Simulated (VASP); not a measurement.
Band structure of MnO₂ (rutile). Computed with PBEsol GGA, VASP's PBE PAW potentials (set 64) (plane waves; VASP 6.6.1).

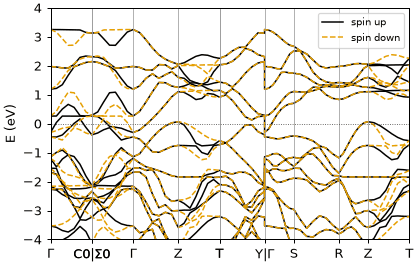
Figure: Bands along high-symmetry lines, zero at the valence-band maximum or, without a gap, the Fermi level

Task: Read the plot: is there a gap, and where are the band edges?

Result: It has no gap at this level: it comes out as a metal or semimetal. (Edges off the drawn lines would not show.)

The compound is MnO2 in the rutile structure. It was relaxed first.
